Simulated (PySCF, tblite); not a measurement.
# B₃Cl₂H₇N₂: geometry, infrared bands and NMR shifts

Wanted: the infrared bands and NMR shifts of B₃Cl₂H₇N₂ (`BN[B@H-]([NH3+])B(Cl)Cl`), by calculation.

Computed with tblite 0.8.0 and PySCF 2.14.0, with density-fitted response routines of our own, on a single molecule in the gas phase. Atoms are numbered from 0 throughout.

**1. The molecule as given**

14 atoms, charge 0, multiplicity 1; geometry from: force field or distance geometry start.

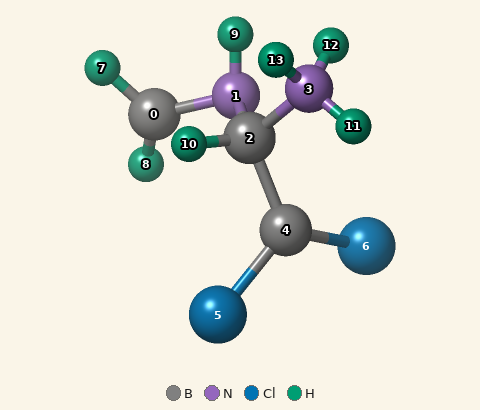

As it starts; boron grey, nitrogen purple, chlorine blue, hydrogen teal, atoms numbered.

**2. Optimising the geometry with GFN2-xTB**

Job settings and geometry (Å):

```
{"job": {"kind": "relax", "xc": "GFN2-xTB", "basis": "xTB"}, "charge": 0, "multiplicity": 1}
B     -0.802500     1.949600    -0.441400
N      0.019600     0.755000    -0.840200
B      0.166500    -0.226800     0.325700
N      1.463200    -0.986900     0.125400
B     -1.076700    -1.328300     0.422300
Cl    -2.321800    -1.110500     1.757400
Cl    -1.667700    -2.098600    -1.158300
H     -0.245400     2.935100    -0.123800
H     -1.954300     2.013100    -0.716900
H      0.985100     1.118000    -1.020000
H      0.197800     0.335800     1.376900
H      1.288500    -2.012600     0.258800
H      1.809600    -0.745600    -0.815100
H      2.137400    -0.597900     0.827100
```

The run is started by

```
$ OMP_NUM_THREADS=1 python probes_run.py task.json out
```

The driver reads the jobs from task.json and runs them one after another.

Output:

```text
step      E/eV     max force
  0    -604.97590    3.035
  1    -605.43671    2.103
  2    -605.69821    1.238
  3    -605.79613    0.957
  4    -605.90732    0.841
  5    -605.98333    0.757
  6    -606.04739    0.776
  7    -606.09784    0.770
  8    -606.15389    0.785
  9    -606.21776    0.751
 10    -606.30517    0.862
 11    -606.38867    0.850
 12    -606.47232    0.744
 13    -606.53272    0.753
 14    -606.59382    0.623
 15    -606.64584    0.639
 16    -606.69086    0.586
 17    -606.73281    0.656
 18    -606.77076    0.553
 19    -606.81219    0.695
 20    -606.84629    0.469
 21    -606.85972    0.335
 22    -606.87107    0.223
 23    -606.87861    0.311
 24    -606.89027    0.390
 25    -606.90092    0.371
 26    -606.91196    0.280
 27    -606.92224    0.275
 28    -606.93379    0.363
 29    -606.94775    0.419
 30    -606.96137    0.495
 31    -606.97353    0.342
 32    -606.98539    0.218
 33    -606.99414    0.236
 34    -607.00006    0.219
 35    -607.00675    0.201
 36    -607.01366    0.232
 37    -607.01970    0.187
 38    -607.02388    0.149
 39    -607.02699    0.142
 40    -607.03050    0.176
 41    -607.03476    0.187
 42    -607.03921    0.124
 43    -607.04195    0.126
 44    -607.04460    0.155
 45    -607.04895    0.240
 46    -607.05650    0.342
 47    -607.06604    0.327
 48    -607.07415    0.214
 49    -607.08029    0.188
 50    -607.08522    0.259
 51    -607.09147    0.326
 52    -607.09868    0.337
 53    -607.10639    0.322
 54    -607.11421    0.321
 55    -607.12509    0.292
 56    -607.13447    0.269
 57    -607.14277    0.249
 58    -607.14629    0.273
 59    -607.15197    0.252
 60    -607.15874    0.244
 61    -607.17237    0.240
 62    -607.17863    0.189
 63    -607.18376    0.287
 64    -607.18671    0.126
 65    -607.18997    0.165
 66    -607.19341    0.132
 67    -607.19635    0.094
 68    -607.19824    0.124
 69    -607.20076    0.131
 70    -607.20299    0.098
 71    -607.20460    0.106
 72    -607.20648    0.125
 73    -607.20870    0.118
 74    -607.21095    0.136
 75    -607.21276    0.144
 76    -607.21560    0.146
 77    -607.22048    0.165
 78    -607.22666    0.200
 79    -607.23141    0.169
 80    -607.22654    0.437
 81    -607.23537    0.121
 82    -607.23635    0.090
 83    -607.23816    0.061
 84    -607.23879    0.074
 85    -607.23939    0.067
 86    -607.23992    0.076
 87    -607.24063    0.053
 88    -607.24130    0.048
 89    -607.24164    0.048
 90    -607.24184    0.054
 91    -607.24203    0.033
 92    -607.24231    0.041
 93    -607.24250    0.043
 94    -607.24277    0.036
 95    -607.24297    0.040
 96    -607.24317    0.046
 97    -607.24339    0.056
 98    -607.24373    0.079
 99    -607.24431    0.100
100    -607.24523    0.110
101    -607.24648    0.109
102    -607.24798    0.089
103    -607.24974    0.082
104    -607.25191    0.103
105    -607.25430    0.117
106    -607.24575    0.467
107    -607.25648    0.097
108    -607.25749    0.068
109    -607.25900    0.152
110    -607.25961    0.083
111    -607.26047    0.059
112    -607.26208    0.060
113    -607.26300    0.106
114    -607.26415    0.089
115    -607.26544    0.092
116    -607.26645    0.051
117    -607.26684    0.070
118    -607.26730    0.080
119    -607.26809    0.075
120    -607.26963    0.113
121    -607.27136    0.154
122    -607.27356    0.137
123    -607.27563    0.117
124    -607.27729    0.135
125    -607.27895    0.187
126    -607.28033    0.173
127    -607.28235    0.163
128    -607.28617    0.171
129    -607.28882    0.149
130    -607.29089    0.154
131    -607.29238    0.069
132    -607.29296    0.066
133    -607.29376    0.067
134    -607.29475    0.080
135    -607.29566    0.084
136    -607.29655    0.085
137    -607.29725    0.108
138    -607.29773    0.087
139    -607.29803    0.063
140    -607.29828    0.049
141    -607.29851    0.052
142    -607.29885    0.047
143    -607.29906    0.049
144    -607.29937    0.057
145    -607.29971    0.070
146    -607.30015    0.070
147    -607.30073    0.067
148    -607.30153    0.101
149    -607.30218    0.091
150    -607.30297    0.049
151    -607.30334    0.032
152    -607.30357    0.028
153    -607.30373    0.023
154    -607.30381    0.023
155    -607.30386    0.020
156    -607.30391    0.022
157    -607.30396    0.030
158    -607.30403    0.032
159    -607.30412    0.047
160    -607.30423    0.036
161    -607.30441    0.039
162    -607.30469    0.045
163    -607.30508    0.053
164    -607.30563    0.070
165    -607.30637    0.080
166    -607.30701    0.068
167    -607.30736    0.045
168    -607.30748    0.031
169    -607.30753    0.017
170    -607.30755    0.012
171    -607.30756    0.014
172    -607.30757    0.005
```

It took 1 s on 1 thread of Arm Neoverse V2, shared host.

Relaxation path: (not every step is listed)

```tsv
step	energy from step 0 (eV)	largest force (eV/Å)
0	0.0000	3.0345
1	-0.4608	2.1027
2	-0.7223	1.2382
3	-0.8202	0.9572
4	-0.9314	0.8415
5	-1.0074	0.7570
6	-1.0715	0.7762
7	-1.1219	0.7700
8	-1.1780	0.7851
23	-1.9027	0.3106
38	-2.0480	0.1494
53	-2.1305	0.3216
68	-2.2223	0.1243
83	-2.2623	0.0606
98	-2.2678	0.0792
113	-2.2871	0.1060
128	-2.3103	0.1707
143	-2.3232	0.0493
158	-2.3281	0.0323
167	-2.3315	0.0449
168	-2.3316	0.0314
169	-2.3316	0.0166
170	-2.3316	0.0122
171	-2.3317	0.0139
172	-2.3317	0.0054
```

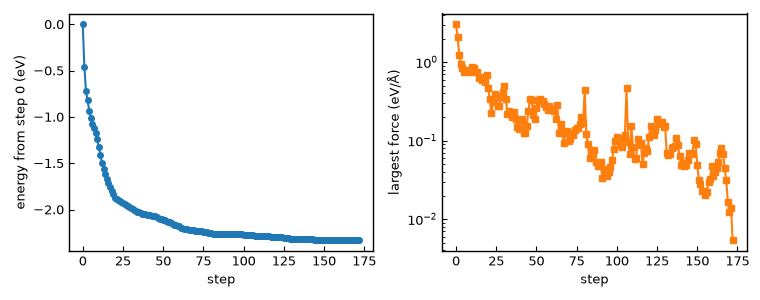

Energy and force, step by step.

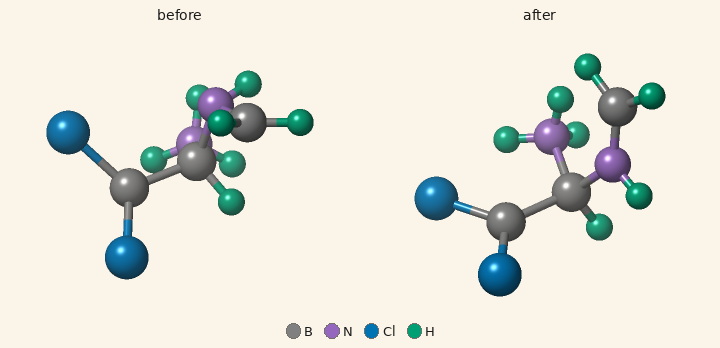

The geometry before (left) and after (right).

Distances of close pairs at the start and the end, largest changes first:

```tsv
bond	before (Å)	after (Å)	change (Å)
B0–N1	1.504	1.372	-0.132
B4–Cl5	1.839	1.716	-0.122
B2–N3	1.516	1.630	+0.114
B4–Cl6	1.855	1.762	-0.093
B2–B4	1.664	1.719	+0.056
N1–H9	1.047	1.008	-0.039
N3–H13	1.048	1.013	-0.035
N3–H11	1.049	1.020	-0.029
```

The final coordinates are the input of the step that follows.

**3. Infrared spectrum with GFN2-xTB**

Job settings and geometry (Å):

```
{"job": {"kind": "ir", "xc": "GFN2-xTB", "basis": "xTB"}, "charge": 0, "multiplicity": 1}
B     -0.142378     1.798034    -0.976849
N     -0.093638     1.229091     0.270822
B      0.198826    -0.202314     0.736252
N      1.108431    -0.873384    -0.438207
B     -1.207716    -1.179004     0.890746
Cl    -2.610424    -0.826460     1.814989
Cl    -1.272602    -2.725909     0.050536
H     -0.431085     2.929606    -1.103718
H      0.118899     1.169069    -1.950471
H     -0.339022     1.821399     1.048963
H      0.866910    -0.176026     1.729364
H      0.776036    -1.819652    -0.625560
H      0.928585    -0.270974    -1.245288
H      2.098501    -0.873951    -0.223747
```

Output:

```text
mode    cm-1     km/mol
  1      36.5      2.57
  2      47.1      6.87
  3      99.1      1.30
  4     156.9     29.19
  5     196.8      4.18
  6     241.4     10.25
  7     296.5     20.68
  8     301.3     10.40
  9     367.4      9.54
 10     384.7     21.89
 11     471.5      0.24
 12     562.8     16.00
 13     675.6     68.83
 14     724.0     79.27
 15     764.2     27.32
 16     807.9     18.55
 17     808.7    146.55
 18     843.0     20.69
 19     860.6    124.24
 20     897.2     20.41
 21     950.2     41.64
 22    1052.7     93.15
 23    1071.0     80.19
 24    1198.0     39.51
 25    1255.7    294.30
 26    1264.6     12.05
 27    1453.4    200.48
 28    1459.0     44.51
 29    1468.9     52.97
 30    2391.4    165.44
 31    2440.4    234.24
 32    2591.4    227.16
 33    3269.5    240.22
 34    3321.2     70.34
 35    3455.6     26.72
 36    3465.7      2.68
```

Run time: 0.39 s. Hardware: 1 thread of Arm Neoverse V2, shared host.

The strongest bands and the atoms that carry them (share of the mass-weighted mode):

```tsv
cm⁻¹	km/mol	atoms
809	146.6	H13 27 %, H9 20 %, H11 18 %
861	124.2	H8 39 %, H7 28 %, B0 22 %
1256	294.3	H12 33 %, H11 28 %, H13 19 %, N3 12 %
1453	200.5	N1 33 %, B0 33 %, H13 12 %
2391	165.4	H10 93 %
2440	234.2	H8 92 %
2591	227.2	H7 92 %
3270	240.2	H12 93 %
```

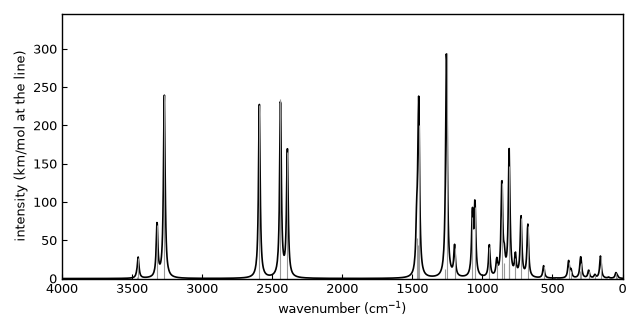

The infrared spectrum from these modes, unscaled. Lines are broadened to a width of 14 cm⁻¹ (Lorentzian).

**4. Nuclear shieldings: PBE0/pcSseg-1**

Same as in step 3 but for these lines:

```diff
@@ -1,2 +1,2 @@
-{"job": {"kind": "ir", "xc": "GFN2-xTB", "basis": "xTB"}, "charge": 0, "multiplicity": 1}
+{"job": {"kind": "nmr", "xc": "PBE0", "basis": "pcSseg-1"}, "charge": 0, "multiplicity": 1}
 B     -0.142378     1.798034    -0.976849
```

Method: GIAO PBE0/pcSseg-1 NMR shielding, non-relativistic, gas phase.

Output:

```text
coarse grid: 12976 points
cycle   1  E = -1108.1301692750  dE =  7.374e-01  |g| = 4.519e-01  |ddm| = 3.203e+00
cycle   2  E = -1108.1167936983  dE =  1.338e-02  |g| = 5.538e-01  |ddm| = 1.050e+00
cycle   3  E = -1108.1864486440  dE = -6.965e-02  |g| = 1.187e-01  |ddm| = 5.586e-01
cycle   4  E = -1108.1895648607  dE = -3.116e-03  |g| = 2.516e-02  |ddm| = 9.928e-02
cycle   5  E = -1108.1896893195  dE = -1.245e-04  |g| = 8.744e-03  |ddm| = 2.629e-02
cycle   6  E = -1108.1897097712  dE = -2.045e-05  |g| = 2.429e-03  |ddm| = 1.133e-02
cycle   7  E = -1108.1897114180  dE = -1.647e-06  |g| = 4.318e-04  |ddm| = 2.973e-03
final grid: 116704 points
cycle   8  E = -1108.2157246371  dE = -6.372e-05  |g| = 7.557e-03  |ddm| = 3.056e-02
cycle   9  E = -1108.2157146837  dE =  9.953e-06  |g| = 1.006e-02  |ddm| = 1.520e-02
cycle  10  E = -1108.2157371402  dE = -2.246e-05  |g| = 1.442e-03  |ddm| = 8.632e-03
cycle  11  E = -1108.2157375456  dE = -4.055e-07  |g| = 4.147e-04  |ddm| = 1.214e-03
cycle  12  E = -1108.2157375801  dE = -3.443e-08  |g| = 1.007e-04  |ddm| = 3.121e-04
cycle  13  E = -1108.2157375822  dE = -2.136e-09  |g| = 2.263e-05  |ddm| = 1.042e-04
cycle  14  E = -1108.2157375823  dE = -1.269e-10  |g| = 5.305e-06  |ddm| = 2.877e-05
converged SCF energy = -1108.2157375823

GIAO shielding tensors (ppm)
atom      isotropic    diamagn.    paramagn.     s11        s22        s33       span
  0 B       70.988     197.174    -126.185     23.483     58.662    130.819    107.335
  1 N      109.880     319.762    -209.882    -35.467    128.213    236.894    272.361
  2 B      116.348     183.872     -67.524    110.115    119.205    119.725      9.609
  3 N      223.207     317.694     -94.487    211.053    217.124    241.445     30.392
  4 B       22.889     193.557    -170.668    -61.531     41.540     88.659    150.191
  5 Cl     649.544    1147.990    -498.446    317.512    672.827    958.292    640.780
  6 Cl     657.122    1148.776    -491.654    315.046    734.032    922.289    607.243
  7 H       26.944      29.639      -2.695     24.913     26.574     29.344      4.431
  8 H       26.992      31.974      -4.983     23.343     26.737     30.895      7.551
  9 H       26.250      30.349      -4.099     21.751     26.751     30.249      8.498
 10 H       28.747      28.965      -0.218     26.132     29.129     30.980      4.848
 11 H       26.811      29.678      -2.867     17.858     23.272     39.302     21.444
 12 H       26.372      30.910      -4.538     18.711     23.090     37.315     18.604
 13 H       28.666      28.900      -0.234     21.942     24.329     39.729     17.787
```

Wall time 20 s (1 thread of Arm Neoverse V2, shared host); peak memory 0.75 GiB.

The references, computed at this level on geometries of the same kind, shield at (ppm): 1H TMS 31.72, 15N NH3 267.7, 11B BF3·OEt2 100.1, 35Cl HCl 950. Their shielding less the atom's gives the shift. The references are single molecules in the gas phase, so shifts against H2O, NH3, PH3, H3PO4 or CFCl3 are not on the usual liquid scales and can be off by tens of ppm. Atoms listed in one row are averaged.

```tsv
atoms	environment	σ (ppm)	δ (ppm)
H9	hydrogen on a nitrogen bonded to 2 B	26.25	5.47
H7, H8	hydrogen on a boron bonded to N	26.97	4.75
H11, H12, H13	hydrogen on a donor nitrogen of a Lewis adduct	27.28	4.43
H10	hydrogen on a boron bonded to B, 2 N	28.75	2.97
B4	boron bonded to B, 2 Cl	22.9	77.2
B0	boron bonded to N, 2 H	71.0	29.1
B2	boron bonded to B, 2 N, H	116.3	-16.3
N1	nitrogen bonded to 2 B, H	109.9	157.8
N3	donor nitrogen of a Lewis adduct	223.2	44.5
Cl5, Cl6	chlorine bonded to B	653	296
```

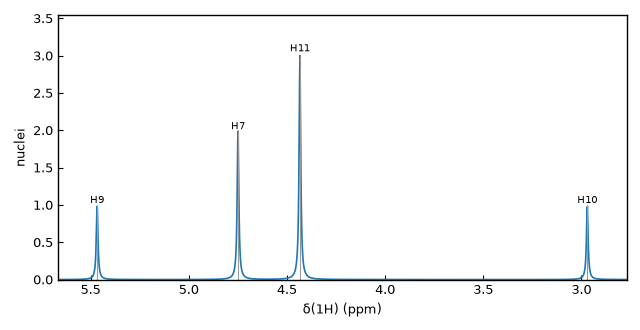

1H lines at the computed shifts, without couplings. Lines are broadened to a width of 0.01 ppm (Lorentzian).

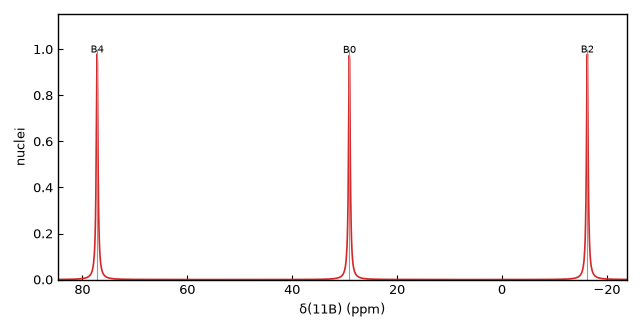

11B lines at the computed shifts, without couplings. Lines are broadened to a width of 0.37 ppm (Lorentzian).

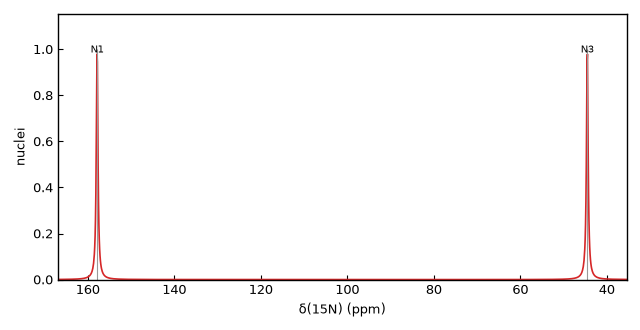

15N lines at the computed shifts, without couplings. Lines are broadened to a width of 0.45 ppm (Lorentzian).

Charges from the same density, by scheme (e):

```tsv
atoms	Mulliken	IAO	Hirshfeld	ESP fit
B0	0.06	-0.09	0.06	0.19
N1	-0.53	-0.41	-0.22	-0.52
B2	0.21	-0.11	-0.01	0.27
N3	-0.35	-0.42	-0.09	-0.52
B4	0.23	0.04	0.09	0.14
Cl5, Cl6	-0.21	-0.06	-0.07	-0.14
```

Hirshfeld charges:

B0 0.06; N1 -0.22; B2 -0.01; N3 -0.09; B4 0.09; Cl5 -0.07; Cl6 -0.08; H7 -0.07; H8 -0.08; H9 0.12; H10 -0.09; H11 0.13; H12 0.14; H13 0.17

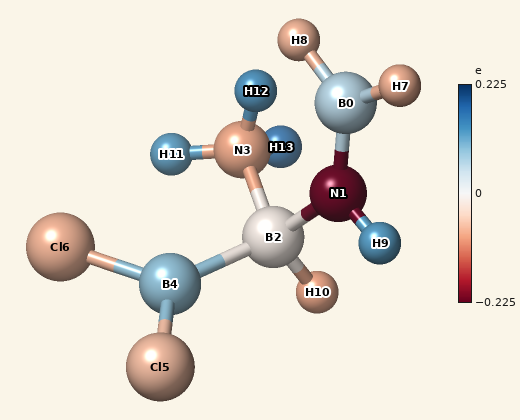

Hirshfeld charges, as colours on the atoms.

Mayer bond orders: B0–N1 1.50, N1–B2 0.85, B2–N3 0.63, B2–B4 0.96, B4–Cl5 1.19, B4–Cl6 1.01.

**5. Summary of results**

```
                                                                quantity                       value
                               strongest single infrared mode (GFN2-xTB)       1256 cm⁻¹, 294 km/mol
                                            zero-point energy (GFN2-xTB)               59.5 kcal/mol
  1H shifts against TMS (PBE0/pcSseg-1, means over atoms taken as alike)  5.47, 4.75, 4.43, 2.97 ppm
                             11B shifts against BF3·OEt2 (PBE0/pcSseg-1)       77.2, 29.1, -16.3 ppm
                                  15N shifts against NH3 (PBE0/pcSseg-1)             157.8, 44.5 ppm
35Cl shifts against HCl (PBE0/pcSseg-1, means over atoms taken as alike)                     296 ppm
```

What this shows: The optimisation took 172 steps and gained 2.332 eV; among the close pairs (by a distance rule), B0–N1 changed most, from 1.504 to 1.372 Å. All 36 modes are real, so the xTB geometry is a minimum. The strongest single mode, at 1256 cm⁻¹, is carried by H12, H11, H13, N3. GFN2-xTB is a fitted tight-binding method: band positions and strengths are rough. Its intensities can rank the bands wrongly. At PBE0/pcSseg-1: The largest span, 624 ppm, is at Cl5, Cl6, where the paramagnetic term is -495 ppm.
